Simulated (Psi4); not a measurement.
# UPBE/cc-pVTZ run of C2HO (ethynyloxy radical)

What is the energy change on altering one bond length of C2HO (ethynyloxy radical) at UPBE/cc-pVTZ? 

The results are computed with Psi4 1.11.

### 1 The molecule

C2HO: 4 atoms, total charge 0, spin state doublet. SMILES: `C#C[O]`. The shape is that of a PBE0-D4/def2-TZVP optimisation.

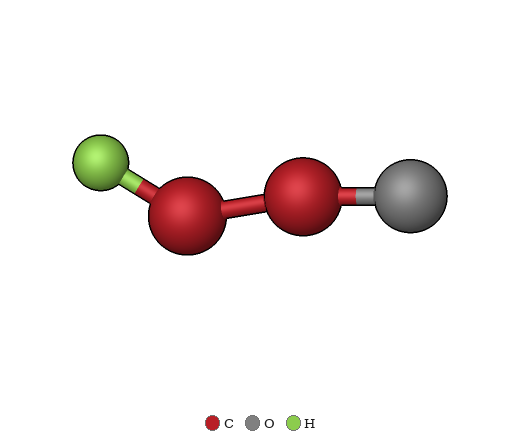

The structure, seen from a chosen angle (carbon red, oxygen grey, hydrogen green).

### 2 Energy and gradient at UPBE/cc-pVTZ

Contents of input.in:

```
memory 1600 MB

molecule {
  0 2
  C     -1.06297095     0.41082646    -0.78952757
  C      0.64685325    -0.74946538     0.49586414
  O      2.01973928    -2.09098196     1.58132282
  H     -1.49874179     2.31585937    -1.32583185
  units au
  symmetry c1
  no_reorient
  no_com
}

set basis cc-pVTZ
set reference uks
set puream true
set e_convergence 1e-09
set d_convergence 1e-08
set scf_type pk
set dft_radial_points 99
set dft_spherical_points 590
set maxiter 200

gradient("pbe")
```

Launch:

```
psi4 -i input.in -o input.out -n 1
```

input.out:

```text
[...]
  Running in c1 symmetry.
[...]
  Nuclear repulsion =   52.604309614019783
[...]
  Multiplicity = 2
[...]
  Nalpha       = 11
  Nbeta        = 10
[...]
    Number of basis functions: 104
[...]
   @UKS iter   1:  -151.62081857088253   -2.55140e-01   6.09604e-03 DIIS/ADIIS
[...]
   @UKS iter  13:  -151.81197979185509   -3.80851e-12   4.16260e-09 DIIS
[...]
   @S^2 Observed:                7.543321036E-01
[...]
    Orbital Energies [Eh]
    ---------------------
    Alpha Occupied:
       1A    -18.830898     2A     -9.999636     3A     -9.937116
       4A     -1.041170     5A     -0.721367     6A     -0.499011
       7A     -0.458282     8A     -0.431121     9A     -0.408490
      10A     -0.260717    11A     -0.239730
    Alpha Virtual:
      12A     -0.023488    13A     -0.000747    14A      0.035938
      15A      0.106709    16A      0.187046    17A      0.235007
      18A      0.256475    19A      0.289227    20A      0.311228
      21A      0.319717    22A      0.383546    23A      0.443624
      24A      0.472809    25A      0.483807    26A      0.525966
[...]
  @UKS Final Energy:  -151.81197979185509
   => Energetics <=
    Nuclear Repulsion Energy =             52.6043096140197832
    One-Electron Energy =                -309.5853140113952122
    Two-Electron Energy =                 124.6924587656297660
    DFT Exchange-Correlation Energy =     -19.5234341601094066
    Empirical Dispersion Energy =           0.0000000000000000
    VV10 Nonlocal Energy =                  0.0000000000000000
    Total Energy =                       -151.8119797918550944
[...]
 Multipole Moments:
 ------------------------------------------------------------------------------------
     Multipole            Electronic (a.u.)      Nuclear  (a.u.)        Total (a.u.)
 ------------------------------------------------------------------------------------
 L = 1.  Multiply by 2.5417464519 to convert [e a0] to [Debye]
 Dipole X            :        -12.2373360           12.1624663           -0.0748697
 Dipole Y            :         17.0196866          -16.4438298            0.5758567
 Dipole Z            :         -9.6871981            9.5627701           -0.1244280
 Magnitude           :                                                    0.5938845
[...]
  -Total Gradient:
     Atom            X                  Y                   Z
    ------   -----------------  -----------------  -----------------
       1        0.008702848564    -0.000938992489     0.005900636027
       2        0.010057727881    -0.014420462422     0.008540634818
       3       -0.019311629615     0.019624779043    -0.015361528196
       4        0.000551272378    -0.004264207228     0.000920254514
[...]
```

Wall time 26 s (1 thread of Intel Xeon Platinum 8488C (Sapphire Rapids), shared host); peak memory 0.66 GiB.

### 3 The distorted shape: a single-point energy at UPBE/cc-pVTZ

Contents of c2ho_ase.py:

```python
import numpy as np
from ase.calculators.psi4 import Psi4
from ase import Atoms

a = Atoms(['C', 'C', 'O', 'H'], positions=[
    [-0.780455, 0.430375, -0.590124],
    [0.124345, -0.183625, 0.090076],
    [1.068800, -1.106500, 0.836800],
    [-1.011055, 1.438475, -0.873924],
])
calc = Psi4(atoms=a, method='pbe', basis='cc-pVTZ', memory='1600MB', num_threads=1, charge=0, multiplicity=2, label='calc', reference='uks')
calc.psi4.set_options({'puream': True, 'e_convergence': 1e-09, 'd_convergence': 1e-08, 'scf_type': 'pk', 'dft_radial_points': 99, 'dft_spherical_points': 590, 'maxiter': 200})
a.calc = calc

print(f'energy: {a.get_potential_energy():.6f} eV')
```

Launch:

```
python c2ho_ase.py
```

calc.dat:

```text
[...]
  Running in c1 symmetry.
[...]
  Nuclear repulsion =   46.166846053474181
[...]
  Multiplicity = 2
[...]
  Nalpha       = 11
  Nbeta        = 10
[...]
    Number of basis functions: 104
[...]
   @UKS iter   1:  -151.48337661137941   -4.94989e-01   6.70229e-03 DIIS/ADIIS
[...]
   @UKS iter  15:  -151.73050458760173   -2.24532e-12   7.79154e-09 DIIS
[...]
   @S^2 Observed:                7.607264494E-01
[...]
    Orbital Energies [Eh]
    ---------------------
    Alpha Occupied:
       1A    -18.850558     2A    -10.019646     3A     -9.963167
       4A     -0.912247     5A     -0.728257     6A     -0.516253
       7A     -0.435309     8A     -0.367954     9A     -0.338971
      10A     -0.285962    11A     -0.263425
    Alpha Virtual:
      12A     -0.074374    13A     -0.048310    14A     -0.042169
      15A      0.057107    16A      0.162005    17A      0.239898
      18A      0.243751    19A      0.261785    20A      0.300274
      21A      0.337073    22A      0.379558    23A      0.412137
      24A      0.458508    25A      0.488091    26A      0.525616
[...]
  @UKS Final Energy:  -151.73050458760173
   => Energetics <=
    Nuclear Repulsion Energy =             46.1668460534741811
    One-Electron Energy =                -297.0424581854258008
    Two-Electron Energy =                 118.4469784273115778
    DFT Exchange-Correlation Energy =     -19.3018708829616763
    Empirical Dispersion Energy =           0.0000000000000000
    VV10 Nonlocal Energy =                  0.0000000000000000
    Total Energy =                       -151.7305045876017289
[...]
 Multipole Moments:
 ------------------------------------------------------------------------------------
     Multipole            Electronic (a.u.)      Nuclear  (a.u.)        Total (a.u.)
 ------------------------------------------------------------------------------------
 L = 1.  Multiply by 2.5417464519 to convert [e a0] to [Debye]
 Dipole X            :          0.7500814           -1.1312107           -0.3811292
 Dipole Y            :         -0.9096904            1.6485699            0.7388795
 Dipole Z            :          0.6158554           -0.9647049           -0.3488495
 Magnitude           :                                                    0.9016088
[...]
```

The script printed:

```text
energy: -4128.797332 eV
```

Run time: 20 s. Hardware: 1 thread of Intel Xeon Platinum 8488C (Sapphire Rapids), shared host; peak memory 0.67 GiB.

### 4 Outcome

Level: UPBE/cc-pVTZ.

| quantity | value |
| --- | --- |
| first shape: total energy | -151.81198 Eh |
| first shape: dipole moment | 1.51 D |
| first shape: HOMO energy (highest over α and β) | -6.19 eV |
| first shape: LUMO energy (lowest over α and β) | -5.49 eV |
| first shape: ⟨S²⟩ | 0.754 |
| first shape: largest force on an atom | 1.621 eV/Å |
| distorted shape: total energy | -151.73050 Eh |
| distorted shape: dipole moment | 2.29 D |
| distorted shape: HOMO energy (highest over α and β) | -6.84 eV |
| distorted shape: LUMO energy (lowest over α and β) | -6.29 eV |
| distorted shape: ⟨S²⟩ | 0.761 |
| energy change with the C2–O3 bond stretched from 1.167 to 1.517 Å | 2.217 eV |

With the C2–O3 bond stretched from 1.167 to 1.517 Å the energy rises by 2.22 eV (214 kJ/mol). The first shape isn't relaxed at this level, so the change isn't measured from a minimum. The largest force (first shape) is 1.62 eV/Å: the shape isn't a stationary point for this species at this level.
